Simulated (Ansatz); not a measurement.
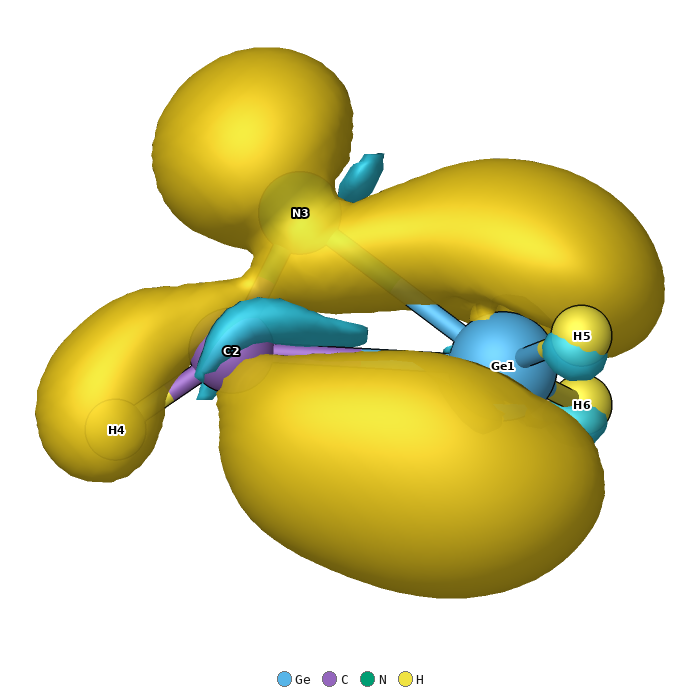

Figure. CH$_{3}$GeN (charge +1, doublet). Isosurfaces of the spin density (α minus β) at +0.015 (yellow) and −0.015 e/Å³ (cyan), seen from one side.

Geometry: r2SCAN-D4/def2-TZVP.

Theory: UKS PBE0-D4/def2-TZVP (Ansatz).

```xyz
6

Ge   -0.5507    0.1280   -0.7192
C     0.8434   -0.1629    0.8206
N    -0.2909   -0.1208    1.2237
H     1.9117   -0.2689    0.9992
H    -0.8484    1.5826   -1.0008
H    -1.0651   -1.1580   -1.3236
```

Which atoms carry the spin?

The unpaired spin (1 electron) lies mostly on Ge1 (about 0.5), N3 (about 0.3) and C2 (about 0.1), in electrons by Hirshfeld's partition.
